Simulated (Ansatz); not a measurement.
FH₁₀O₃Si₄···F

```xyz
19

Si   -0.0586    0.0779    0.1908
O     0.5491   -1.0514   -1.0100
Si    2.0887   -1.5810   -1.4501
O    -0.4557    1.5560   -0.3200
Si    0.2300    3.0503   -0.3325
O    -0.7037   -0.5178    1.5416
Si   -2.1255   -1.1969    2.0194
F     1.4544    0.3491    0.7234
H    -0.5275   -1.1601   -1.2998
F    -1.5379   -0.6243   -0.8258
H     2.6967   -2.2700   -0.2949
H     1.8548   -2.5152   -2.5735
H     2.8821   -0.4123   -1.8802
H     1.4673    3.0375   -1.1554
H    -0.7558    3.9784   -0.9355
H     0.5564    3.4916    1.0463
H    -2.2784   -2.5447    1.4166
H    -3.2774   -0.3420    1.6443
H    -2.0588   -1.3251    3.4953
```

A transition-state structure; geometry: PBE0-D4/def2-TZVP.

The calculation used RKS PBE0-D4/def2-TZVPP (Ansatz 0.2.0).

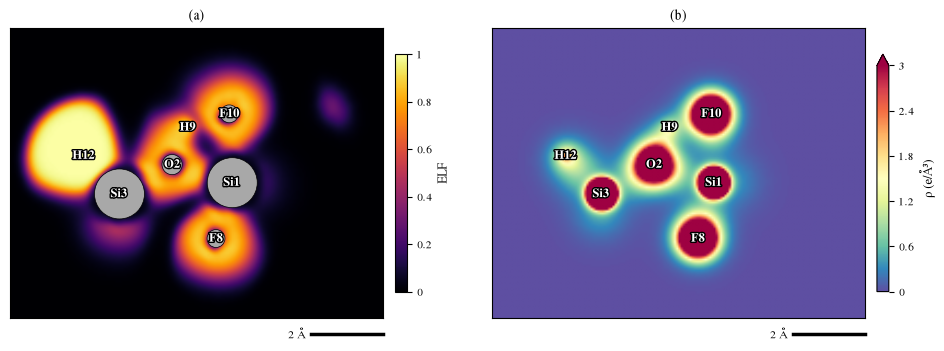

Figure 1. (a) electron localisation function; (b) electron density on the plane of atoms Si1, O2 and H9. Grey discs cover the atomic cores in the ELF map.

Question: What does the map show?

Answer: Atoms in the plane: Si, O, F and H. F10···H9 (1.24 Å): the density falls to about 0.97 e/Å³ on the way; the ELF peaks at about 0.85 between the atoms. Si–F (1.63 Å): ρ is about 1.1 e/Å³ halfway; the ELF peaks at about 0.85 in the valence shell of F, 0.5 Å from its nucleus, and is about 0.55 at the midpoint. O–H (1.12 Å): the density is about 2.7 e/Å³ at the midpoint; the ELF peaks at about 0.90 between the atoms. Si–O (1.69 Å): ρ is about 1 e/Å³ halfway; the ELF peaks at about 0.85 between the atoms: a shared but strongly polarised pair. Si–O (1.76 Å): ρ is about 0.92 e/Å³ halfway; the ELF peaks at about 0.90 between the atoms; a shared but strongly polarised pair. The ELF also peaks beside F8, away from the bonds: lone-pair regions.

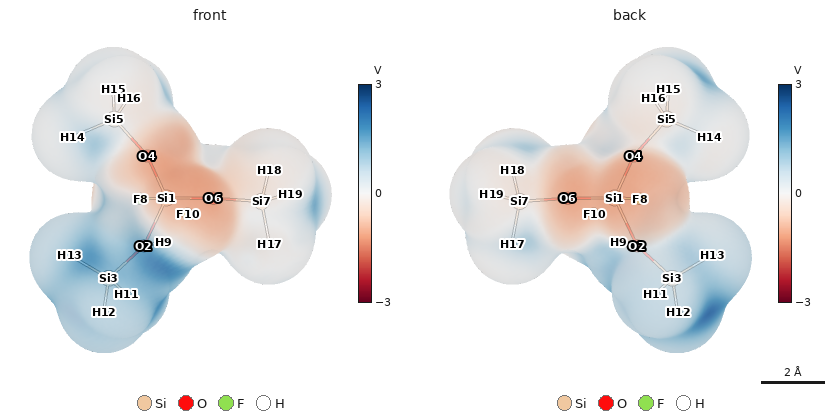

Figure 2. The molecular electrostatic potential painted on the density surface at 0.002 e/bohr³, seen from the front and from behind; the colour scale runs from red (negative) to blue (positive).

Question: Where is the surface potential most negative and most positive?

Answer: The most negative region (about −1.2 V) lies over O4 and F10, the most positive (about +2.1 V) over Si3 and H9.

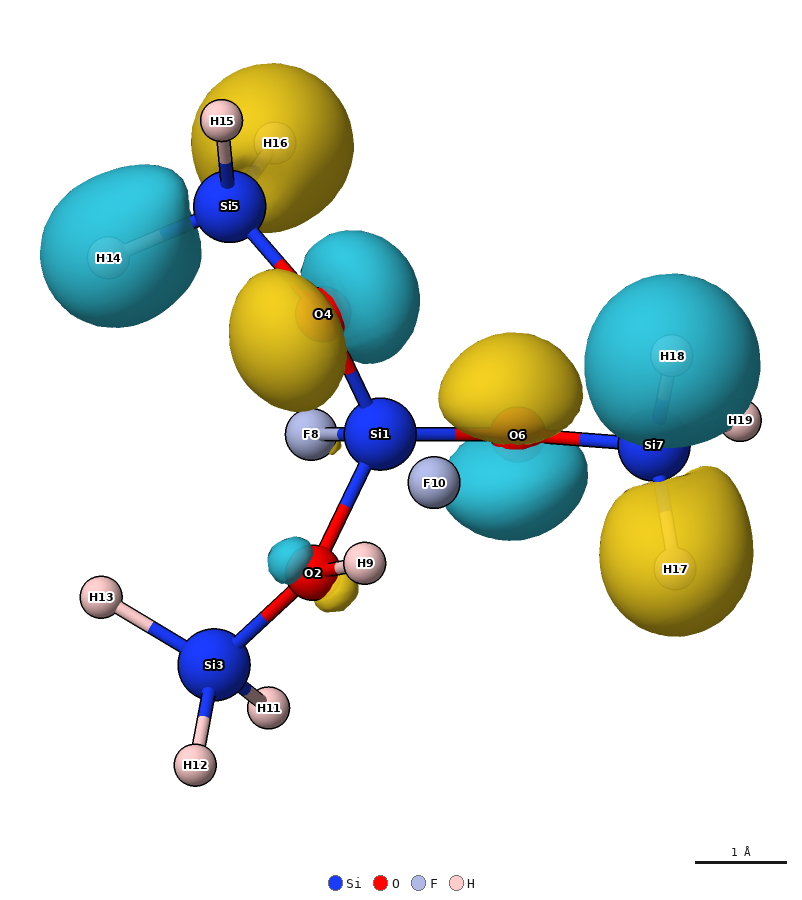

Figure 3. One frontier orbital at ±0.1 Å⁻³ᐟ² (yellow and cyan are the two phases), seen at a tilt.

Question: Which orbital is it: HOMO or LUMO?

Answer: The HOMO, at −8.90 eV. Its weight (Hirshfeld) is mainly on O6 (about 15 %), O4 (about 15 %), Si7 (about 15 %), H18 (about 10 %), Si5 (about 10 %) and H16 (about 10 %).
